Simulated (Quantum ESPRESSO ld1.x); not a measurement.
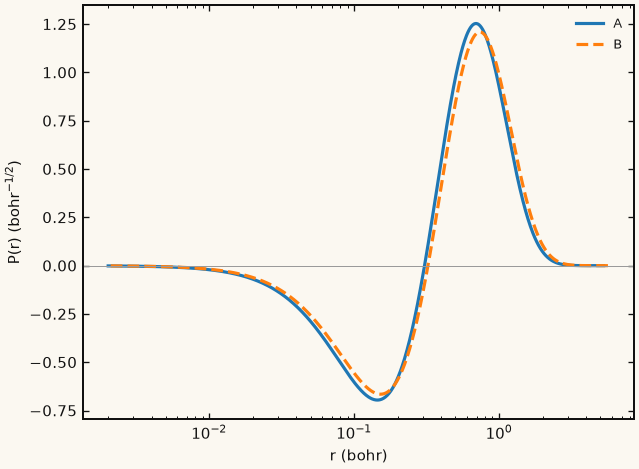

Two nuclei with the same 16 electrons, [Ne] 3s2 3p4 (open shells shared over both j by 2j + 1), were computed: Cr⁸⁺; Mn⁹⁺. Level of theory: Dirac Kohn-Sham, relativistic LDA (MacDonald-Vosko exchange, VWN5 correlation), spin-unpolarised, spherical densities, point nucleus. Computed with Quantum ESPRESSO ld1.x 7.5.

The plot shows P(r) = r R(r) of the 3p1/2 orbital in both runs (large components where relativistic).

Assign A and B.

A is Mn⁹⁺ (⟨r⟩ = 0.772 bohr, eigenvalue −238.9 eV); B is Cr⁸⁺ (⟨r⟩ = 0.826 bohr, eigenvalue −200.4 eV). The larger nuclear charge pulls the orbital in.
